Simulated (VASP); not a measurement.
Band structure of PbO (space group R3m). Calculation: PBE GGA, VASP's PBE PAW potentials (set 64) (plane waves; VASP).

Unless said otherwise, spin-orbit coupling is left out, though it shifts the bands of the heavy elements here.

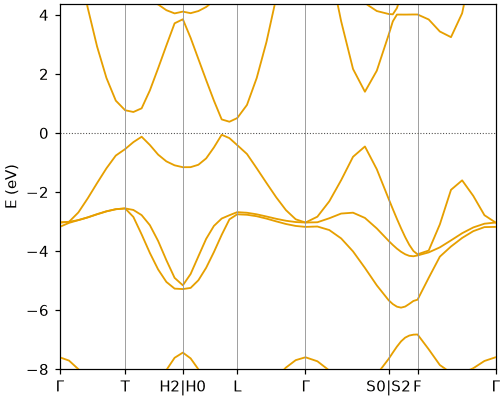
*Bands along high-symmetry lines, zero at the valence-band maximum or, without a gap, the Fermi level*

Task: Read the plot: is there a gap, and where are the band edges?

Result: The gap is indirect, 0.37 eV, from the valence maximum at (-0.44, 0.11, 0.11) to the conduction minimum at (-0.44, 0.11, 0.00).

The structure was generated: PbO was put into an ordered model structure, which need not be its known phase. The cell was not relaxed at this level.
